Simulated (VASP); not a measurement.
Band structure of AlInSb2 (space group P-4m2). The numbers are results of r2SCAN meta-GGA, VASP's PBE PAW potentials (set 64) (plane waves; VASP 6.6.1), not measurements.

Unless said otherwise, spin-orbit coupling is left out, though it shifts the bands of the heavy elements here.

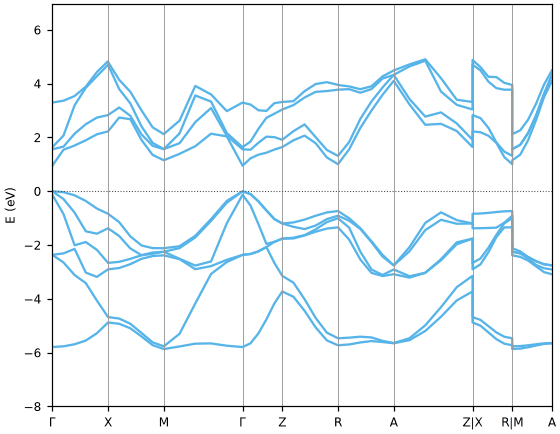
Figure: Bands along high-symmetry lines, zero at the valence-band maximum or, without a gap, the Fermi level

**Question.** Read the plot: is there a gap, and where are the band edges?

**Answer.** The gap is direct, 0.95 eV, from the valence maximum at Γ to the conduction minimum at Γ.

The structure comes from a computed database's AlInSb2 entry (P-4m2); how it stands against other phases isn't given here. It was relaxed first.
